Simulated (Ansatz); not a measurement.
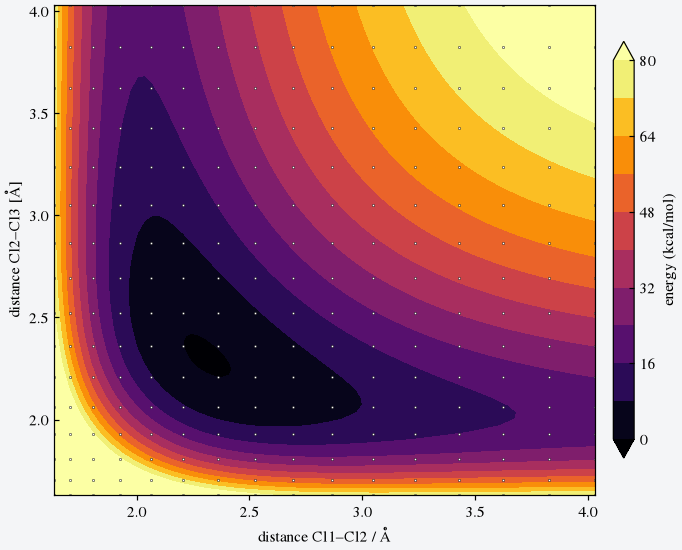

The system Cl⁻ + Cl₂. First axis: distance Cl1–Cl2. Second axis: distance Cl2–Cl3. Nothing is relaxed (the angle Cl1–Cl2–Cl3 is fixed at 180 degrees). The grid has 16 × 16 points; 136 points were computed and 120 follow by symmetry. Points are written as (first, second). Energies are in kcal/mol, from the lowest grid point. The reference is spin-restricted, so regions where a bond is pulled apart into radicals lie too high. The calculation used RKS CAM-B3LYP-D4/def2-TZVPD (Ansatz 0.2.0).

Drawn: filled contours, dots at the grid points, one colour for all values above the top of the scale. Between grid points the surface is interpolated.

The lowest grid point is at (2.207 Å, 2.361 Å). It is the only kind of minimum in the scanned range. The highest grid point, (1.632 Å, 1.632 Å), lies 270 kcal/mol above the lowest. Round the minimum the valley is strongly tilted: raising distance Cl1–Cl2 shifts the best value of distance Cl2–Cl3 downwards (coupling k₁₂/√(k₁₁k₂₂) about 0.6).

The level of theory is changed to Ansatz, RKS PBE0-D4/def2-SVPD; with it change the reference geometry, relaxed at the new level; the new grid has 17 × 17 points, laid about the new relaxed structure.

**What will the new map look like?**

The minimum (interpolated where it lies between grid points) moves from about (2.306 Å, 2.306 Å) to about (2.354 Å, 2.354 Å). The curvature at the minimum changes by less than a tenth (about 6) eV/Å² along distance Cl1–Cl2 and by less than a tenth (about 6) eV/Å² along distance Cl2–Cl3.

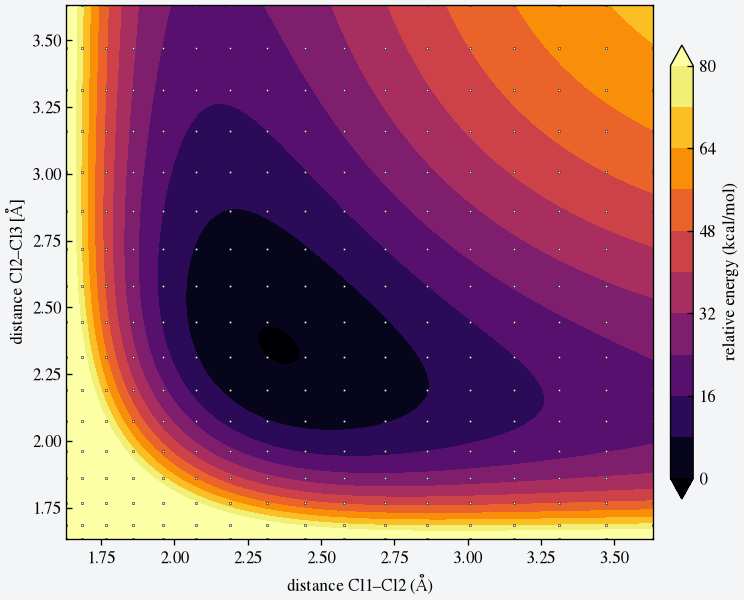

The map after the change, on a colour scale of its own. In the figure: filled contours, dots at the grid points, one colour for all values above the top of the scale. Between grid points the surface is interpolated.
